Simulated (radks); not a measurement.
System: the neutral chromium atom, configuration [Ar] 3d5 4s1. Theory: scalar-relativistic Kohn-Sham, LDA (Slater exchange, Perdew-Wang correlation), spin-unpolarised, spherical densities, point nucleus (computed with the in-house radial solver radks).

```
Z 24
configuration [Ar] 3d5 4s1
relativity scalar-relativistic
functional lda,pw
spin unpolarised
nucleus point
c 137.035999084
```

Wanted: the number of electrons inside radius r (solid) and the radial density 4πr²ρ (dashed).

The count levels off at 24 electrons. Half of them lie within 0.629 bohr, 90 % within 1.88 bohr and 99 % within 4.66 bohr. The radial density has minima at 0.0980 and 0.501 bohr, where the count stands at 2.1 and 10.6; these part the shells that the density resolves.

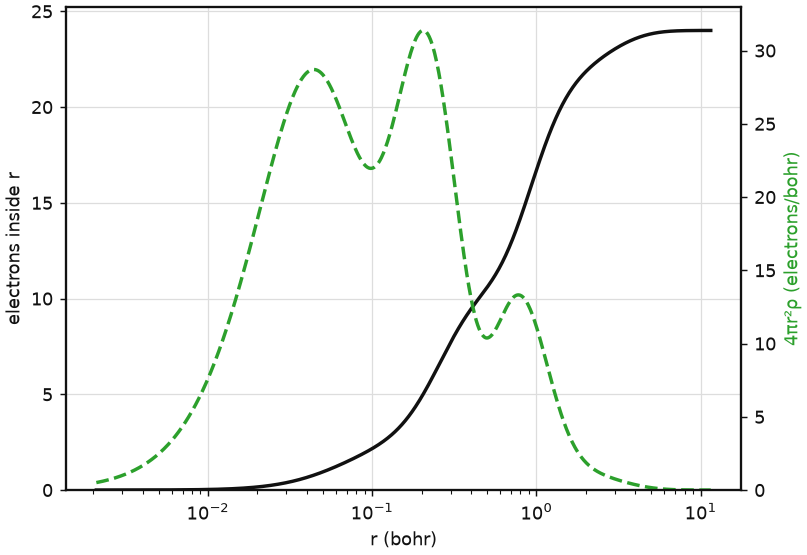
